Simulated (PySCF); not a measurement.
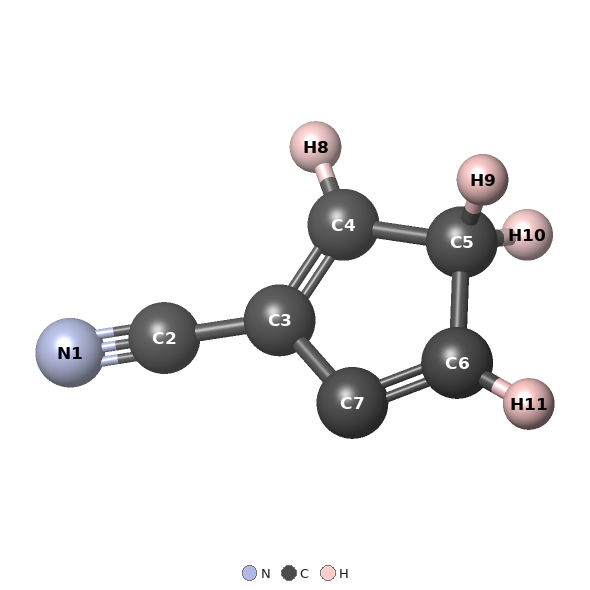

The species is neutral and a spin doublet. The geometry was computed by an optimisation with GFN2-xTB. No frequency run is at hand to confirm it as a minimum. Computed with UKS B3LYP, pcH-1 on C H N, non-relativistic (PySCF 2.14.0). Fermi-contact and spin-dipolar terms alone, no spin-orbit part.

Question. Which nucleus has the largest dipolar (anisotropic) hyperfine coupling?

Answer. 13C at C7: principal values −79.5, −58.8, 138.3 MHz.

List the isotropic and dipolar parts for the most strongly coupled nuclei, one of each equivalent set.

| atom | isotope | a_iso (MHz) | dipolar part (MHz) |
| --- | --- | --- | --- |
| C7 | 13C | 472.6 | −79.5, −58.8, 138.3 |
| C6 | 13C | 23.1 | −23.0, 1.6, 21.4 |
| C3 | 13C | 44.6 | −10.6, −5.3, 15.9 |
| C5 | 13C | 66.6 | −7.1, −5.8, 12.9 |
| H11 | 1H | 37.8 | −6.6, −5.0, 11.5 |
| H9 | 1H | −3.2 | −3.9, −1.4, 5.3 |
| H8 | 1H | 10.9 | −2.7, −2.3, 5.1 |
| C4 | 13C | 42.8 | −4.2, 1.2, 3.0 |
